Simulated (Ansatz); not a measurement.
Process, species as SMILES: S (H2S) → [SH] (SH) + H atom
B3LYP-D3(BJ)/def2-TZVP geometries, fixed; electronic energies without zero-point terms.
Largest species:
```xyz
3

S      0.0018     0.0003     0.1031
H     -0.0075     0.9678    -0.8277
H     -0.0219    -0.9726    -0.8218
```
Charge 0, spin multiplicity 1.

Basis-set convergence of the bond dissociation energy at PBE with Ansatz (a program for electronic structure). Cartesian d functions, on some or all atoms, in 6-31G*, 6-31G**; all else is spherical. The program fits the integrals of some runs and decomposes those of others, by size. Open shells are unrestricted. No added dispersion term, no relativity. Functions are those of the species that has most. Reference: the value in aug-cc-pV(5+d)Z, 94.17 kcal/mol. Deviations are taken from unrounded values.

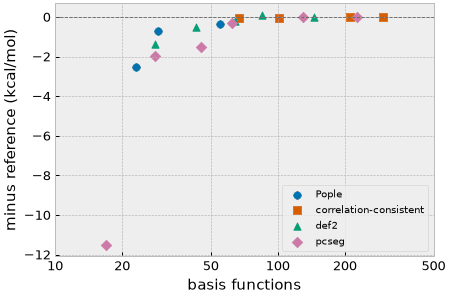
Deviation from the reference against the number of basis functions, by family of sets.

```
basis            functions  bond dissociation energy (kcal/mol)  minus reference (kcal/mol)
---------------  ---------  -----------------------------------  --------------------------
pcseg-0                 17                                82.66                      -11.51
6-31G*                  23                                91.66                       -2.51
def2-SVP                28                                92.82                       -1.35
pcseg-1                 28                                92.21                       -1.96
6-31G**                 29                                93.45                       -0.72
def2-SVPD               43                                93.66                       -0.51
aug-pcseg-1             45                                92.64                       -1.53
6-311++G(2d,2p)         55                                93.84                       -0.33
pcseg-2                 62                                93.86                       -0.32
def2-TZVPD              64                                93.98                       -0.19
cc-pV(T+d)Z             67                                94.12                       -0.06
def2-TZVPPD             85                                94.28                        0.11
aug-cc-pV(T+d)Z        101                                94.10                       -0.07
pcseg-3                130                                94.19                        0.02
def2-QZVPPD            145                                94.15                       -0.03
cc-pV(5+d)Z            210                                94.15                       -0.02
pcseg-4                227                                94.17                        0.00
aug-cc-pV(5+d)Z        296                                94.17                        0.00
```
